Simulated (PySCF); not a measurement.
# CH4BFO (SMILES CB(O)F): levels of theory compared

Wanted: a comparison of 6 runs (HF/def2-SVP, HF/6-311G**, B3LYP/6-31G*, B3LYP/pcseg-1, PBE0/def2-SVP, CCSD(T)/6-31G*) of CH4BFO. The job is set up through a Python script.

Program for the calculation: PySCF 2.14.0.

### Step 1. The structure to begin with

CH4BFO has 8 atoms, charge 0, and is taken as a singlet. As SMILES, `CB(O)F`. The coordinates come from a PBE0-D4/def2-TZVP relaxation. This is one conformer, not always the lowest.

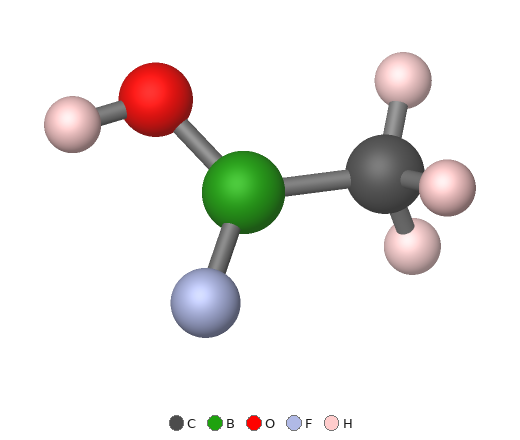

Viewed from a chosen angle; carbon dark grey, boron green, oxygen red, fluorine light blue, hydrogen pink.

### Step 2. Energy and forces at HF/def2-SVP (run 1)

start.xyz reads:

```xyz
8

C     -0.375600     0.897500    -0.278300
B      0.324600    -0.465700     0.003700
O     -0.051000    -1.270300     1.024700
F      1.335700    -0.873300    -0.779900
H     -0.786300     0.909700    -1.292400
H     -1.178800     1.109000     0.426900
H      0.352700     1.713000    -0.235500
H      0.471000    -2.077000     1.075000
```

calc.py reads:

```python
import pyscf.grad
from pyscf import gto, scf

mol = gto.Mole()
mol.atom = 'start.xyz'
mol.charge = 0
mol.basis = 'def2-svp'
mol.verbose = 3
mol.max_memory = 1860
mol.build()

mf = scf.RHF(mol)
mf.conv_tol = 1e-10
mf.kernel()
if not mf.converged:
    mf = mf.newton().run(mf.mo_coeff, mf.mo_occ)

energy = mf.e_tot
print('E = %.10f Eh' % energy)
grad = mf.Gradients().kernel()
mf.analyze()
```

The run is started by

```console
OMP_NUM_THREADS=1 python calc.py
```

Output:

```text
converged SCF energy = -239.135185933255
[... 20 lines left out ...]
MO #11  energy= -0.674324109524155 occ= 2
[... 12 lines left out ...]
MO #24  energy= 0.420006390892455  occ= 0
[... 12 lines left out ...]
MO #37  energy= 1.21095737876169   occ= 0
[... 12 lines left out ...]
MO #50  energy= 1.81005496207025   occ= 0
[... 12 lines left out ...]
MO #63  energy= 2.8376442048146    occ= 0
[... 12 lines left out ...]
MO #76  energy= 4.24807685419186   occ= 0
[... 9 lines left out ...]
Dipole moment(X, Y, Z, Debye):  0.02358, -0.38923,  0.27141
```

Run time: 10 s. Hardware: 1 thread of Intel Xeon at 2.50GHz (Skylake/Cascade Lake), shared host; peak memory 0.15 GiB.

### Step 3. Energy and forces at HF/6-311G(d,p) (run 2)

input.xyz reads:

```xyz
8

C     -0.375600     0.897500    -0.278300
B      0.324600    -0.465700     0.003700
O     -0.051000    -1.270300     1.024700
F      1.335700    -0.873300    -0.779900
H     -0.786300     0.909700    -1.292400
H     -1.178800     1.109000     0.426900
H      0.352700     1.713000    -0.235500
H      0.471000    -2.077000     1.075000
```

run.py reads:

```python
# CB(O)F
import pyscf.grad
from pyscf import gto

mol = gto.M(
    atom='input.xyz',
    max_memory=1860,
    basis='6-311g**',
    charge=0,
    verbose=4,
)

mf = mol.RHF()
mf.conv_tol = 1e-10
mf.kernel()
if not mf.converged:
    mf = mf.newton().run(mf.mo_coeff, mf.mo_occ)

etot = mf.e_tot
print(f'total energy: {etot:.8f} hartree')
grad = mf.Gradients().kernel()
mf.analyze()
```

The run is started by

```console
OMP_NUM_THREADS=1 python run.py
```

Output:

```text
PySCF version 2.14.0

[... 91 lines left out ...]
MO #6   energy= -1.37750346516675  occ= 2
[... 17 lines left out ...]
MO #24  energy= 0.402450061626663  occ= 0
[... 17 lines left out ...]
MO #42  energy= 1.18855902380993   occ= 0
[... 17 lines left out ...]
MO #60  energy= 2.17163002976128   occ= 0
[... 17 lines left out ...]
MO #78  energy= 4.00690213318383   occ= 0
[... 17 lines left out ...]
MO #96  energy= 68.7189625207993   occ= 0
[... 107 lines left out ...]
Dipole moment(X, Y, Z, Debye):  0.02127, -0.37148,  0.26034
```

It took 27 s on 1 thread of Intel Xeon at 2.50GHz (Skylake/Cascade Lake), shared host; peak memory 0.2 GiB.

Runs 3 to 5 aren't shown in full; the table further down has their settings and results.

### Step 4. A single-point energy at CCSD(T)/6-31G(d) (spherical functions) (run 6)

calc.py reads:

```python
from pyscf import gto, cc

mol = gto.M(
    atom='''
C     -0.709781     1.696029    -0.525911
B      0.613405    -0.880045     0.006992
O     -0.096376    -2.400519     1.936402
F      2.524107    -1.650298    -1.473797
H     -1.485892     1.719084    -2.442282
H     -2.227609     2.095706     0.806724
H      0.666506     3.237101    -0.445031
H      0.890061    -3.924961     2.031456
''',
    max_memory=1860,
    verbose=4,
    charge=0,
    unit='bohr',
    basis='6-31g*',
)

myscf = mol.RHF()
myscf.conv_tol = 1e-10
myscf.kernel()
if not myscf.converged:
    myscf = myscf.newton().run(myscf.mo_coeff, myscf.mo_occ)

mycc = cc.CCSD(myscf, frozen=4)
mycc.kernel()
e_t = mycc.ccsd_t()
etot = mycc.e_tot + e_t
print('Final energy', etot)
dip = myscf.dip_moment()
pop, q = myscf.mulliken_pop()
```

The run is started by

```console
OMP_NUM_THREADS=1 python calc.py
```

Output:

```text
PySCF version 2.14.0

[... 62 lines left out ...]
converged SCF energy = -239.309251564273
[... 12 lines left out ...]
Init t2, MP2 energy = -239.858942389363  E_corr(MP2) -0.549690825089791
[... 11 lines left out ...]
CCSD converged
[... 2 lines left out ...]
Final energy -239.89766241490045
Dipole moment(X, Y, Z, Debye):  0.14950, -0.45768,  0.18729
[... 73 lines left out ...]
charge of    7H =      0.46732
```

Run time: 22 s. Hardware: 1 thread of Intel Xeon at 2.50GHz (Skylake/Cascade Lake), shared host; peak memory 0.25 GiB.

### Step 5. Overview of the runs

| run | level | Cartesian functions | integration grid | energy (Eh) | dipole moment (D) of the reference | HOMO energy (eV) | LUMO energy (eV) | wall time |
| --- | --- | --- | --- | --- | --- | --- | --- | --- |
| 1 | HF/def2-SVP | no | – | -239.135186 | 0.48 | -13.77 | 4.62 | 10 s |
| 2 | HF/6-311G** | no | – | -239.383537 | 0.45 | -13.75 | 4.17 | 27 s |
| 3 | B3LYP/6-31G* (Cartesian functions) | yes | 5 | -240.553852 | 0.59 | -9.26 | 1.28 | 60 s |
| 4 | B3LYP/pcseg-1 | no | 5 | -240.522939 | 0.51 | -9.64 | 0.84 | 63 s |
| 5 | PBE0/def2-SVP | no | 5 | -240.119581 | 0.55 | -9.75 | 1.26 | 60 s |
| 6 | CCSD(T)/6-31G* (spherical functions) | no | – | -239.897662 | 0.52 | -13.64 | 5.55 | 22 s |

### Step 6. Outcome

| quantity | value |
| --- | --- |
| run 6: total energy | -239.89766 Eh |
| run 6: dipole moment (Hartree–Fock density) | 0.52 D |
| run 6: HOMO energy (Hartree–Fock orbitals) | -13.64 eV |
| run 6: LUMO energy (Hartree–Fock orbitals) | 5.55 eV |
| run 6: HOMO–LUMO gap (Hartree–Fock orbitals) | 19.19 eV |
| run 6: correlation energy (4 core orbitals frozen) | -588.4 mEh |
| run 6: (T) correction | -12.12 mEh |
| run 6: T1 diagnostic | 0.013 |

**Reading.** Over runs 1, 2, 3, 4, 5 the dipole moment (its size) runs from 0.45 D (HF/6-311G**) to 0.59 D (B3LYP/6-31G*). The two ends differ in method and basis. Over runs 1, 2, 3, 4, 5 the HOMO–LUMO gap runs from 10.48 eV (B3LYP/pcseg-1) to 18.39 eV (HF/def2-SVP). Totals of different functionals can't be ranked against each other. All runs together took 4 min, the longest 63 s.
